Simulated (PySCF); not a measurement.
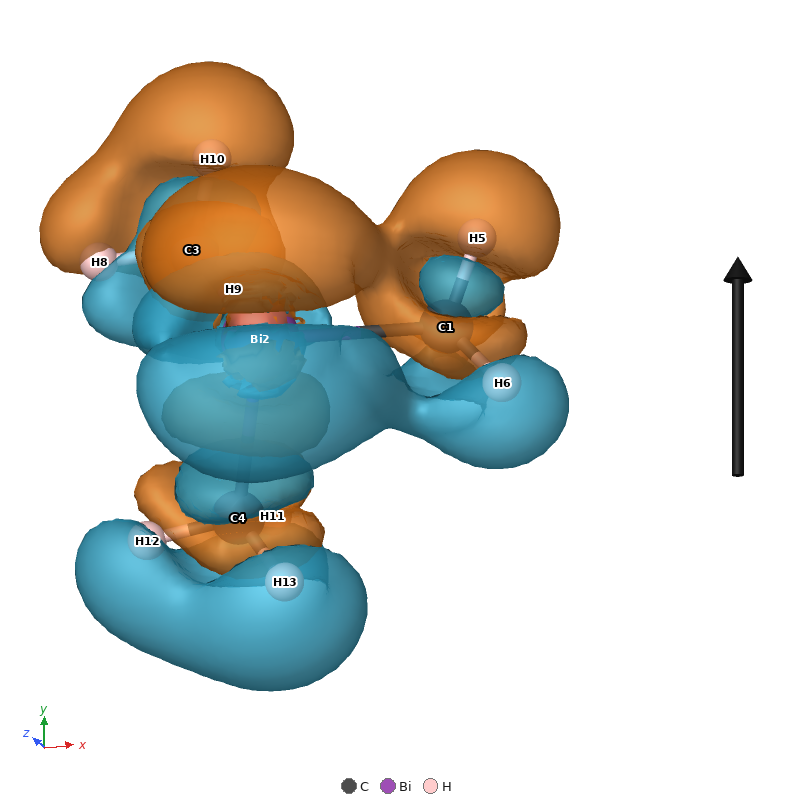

Figure 1: C₃H₉Bi, SMILES `C[Bi](C)C`. Change of the electron density in a uniform field of 0.41 V/Å along +y (arrow), surfaces at ±0.002 e/Å³ (light blue: gain, orange: loss).

Method: M06-2X/def2-SVPD; geometry: GFN2-xTB; program: PySCF. Core potentials replace the inner electrons of Bi; spin–orbit coupling isn't included. No frequency check shows the geometry to be a minimum. GFN2-xTB bond lengths at metals and heavier atoms can be off by up to 0.1 Å and shapes distorted, which carries into these values.

Input

```python
import numpy as np
from pyscf import gto, scf, dft
from pyscf.scf import atom_ks, atom_hf
from scipy.linalg import block_diag

def solve(mol, dm0=None, hcore=None):
    mf = (dft.UKS if mol.spin else dft.RKS)(mol, xc='m062x')
    mf.grids.level = 3
    mf = mf.density_fit(auxbasis='def2-universal-jkfit')
    mf.conv_tol, mf.max_cycle = 1e-8, 80
    if hcore is not None:
        mf.get_hcore = lambda *args: hcore
    mf.kernel(dm0)
    if not mf.converged:
        mf = mf.newton().run(mf.mo_coeff, mf.mo_occ, max_cycle=30)
    assert mf.converged, 'SCF not converged'
    return mf

mol = gto.M(atom='''
C      1.85321     0.32021    -0.94004
Bi     0.00016    -0.00005     0.32782
C     -1.20464     1.44550    -0.93712
C     -0.65024    -1.76532    -0.93826
H      2.28596     1.28885    -0.72991
H      2.58746    -0.44949    -0.72396
H      1.57611     0.27234    -1.98323
H     -2.25964     1.33573    -0.72590
H     -1.02583     1.23057    -1.98075
H     -0.90263     2.46322    -0.73118
H     -0.55471    -1.50189    -1.98171
H     -1.68238    -2.01285    -0.73140
H     -0.02744    -2.62431    -0.72867
''', basis='def2-svpd', ecp={'Bi': 'def2-svpd'}, charge=0, spin=0, verbose=4)
field = np.array([-0.0, -0.008, -0.0])  # atomic units
mol.set_common_orig(mol.atom_charges() @ mol.atom_coords() / mol.atom_charges().sum())
mf = solve(mol)
out = dict(dm0=mf.make_rdm1(), d0=mf.dip_moment(unit='AU'), e0=mf.e_tot)
for name, sign in (('p', 1), ('m', -1)):
    h = mf.get_hcore() + sign * np.einsum('x,xij->ij', field, mol.intor('int1e_r'))
    mi = solve(mol, mf.make_rdm1(), h)
    out.update({'dm' + name: mi.make_rdm1(), 'd' + name: mi.dip_moment(unit='AU'), 'e' + name: mi.e_tot})
# spherically averaged free atoms, for the promolecule
atom_ks.AtomSphAverageRKS.init_guess_by_vsap = lambda self, mol=None: self.init_guess_by_minao(mol)  # core potentials
atm = atom_ks.get_atm_nrks(mol, xc='m062x')
pro = block_diag(*[(atm[a[0]][2] * atm[a[0]][3]) @ atm[a[0]][2].T for a in mol._atom])
np.savez('result.npz', pro=pro, **out)
```

Command:

```sh
OMP_NUM_THREADS=1 python input.py
```

The run took 76 s on 1 thread of Intel(R) Xeon(R) Platinum 8488C (Sapphire Rapids), with other jobs on the host, peak memory 0.87 GiB.

Partitions, critical points and surface values were worked out afterwards from this run's density.

The field was applied in both directions; the picture shows the one opposite to the script's first.

How large is the response?

Answer. The induced dipole is 1.92 D (along the field); α along this axis, from the fields in both directions, is 94 bohr³ (14.0 Å³).
